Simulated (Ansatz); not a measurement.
F₂Mg₂ (charge +1, doublet)

Input

```
crystal:
  periodic: [false, false, false]
  atoms:
    - {symbol: Mg, position_ang: [0.441594, 1.255634, -0.510928]}
    - {symbol: Mg, position_ang: [-0.441662, -1.255587, 0.510840]}
    - {symbol: F, position_ang: [0.565217, -0.582003, -0.941658]}
    - {symbol: F, position_ang: [-0.565150, 0.581946, 0.941746]}
basis:
  gaussian: {orbitals: def2-TZVP, initial_orbitals: start.molden}
total_charge: 1
magnetization: {spin_polarized: true, initial_magnetization: 1}
hamiltonian: {xc: pbe0, dispersion: d4}
output: {orbitals: {seedname: orbitals}}
```

Launched as:

```sh
ansatz run in.yaml --threads 4 --pin off --events-out ev --progress --plain --max-ram 3916MiB
```

Geometry: r2SCAN-D4/def2-TZVP.

These are results of UKS PBE0-D4/def2-TZVP in Ansatz, not measurements.

Q: Predict the electron density, electron localisation function and spin density between the atoms.

A: Mg–F (1.89 Å): the density is about 0.44 e/Å³ at the midpoint; the ELF peaks at about 0.85 in the valence shell of F, 0.5 Å from its nucleus, and is about 0.20 at the midpoint: a closed-shell, largely ionic contact.
The unpaired spin (1 electron) lies mostly on Mg1 (about 0.5) and Mg2 (about 0.5), in electrons by Hirshfeld's partition.

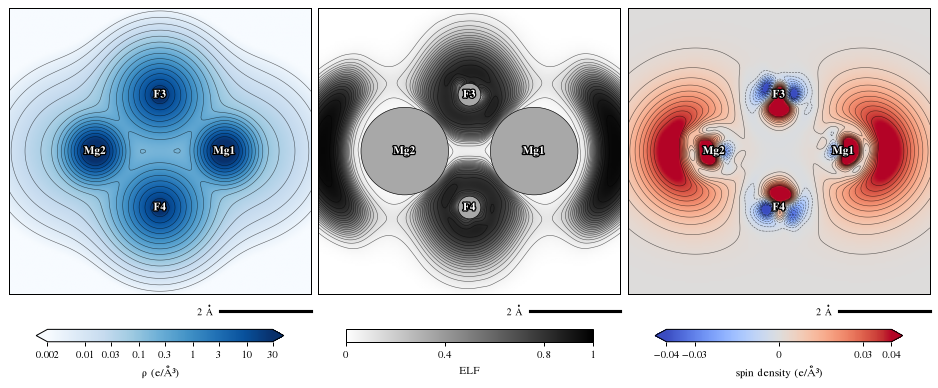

Computed electron density, electron localisation function and spin density on the molecular plane, in this order. Grey discs cover the atomic cores in the ELF map. 
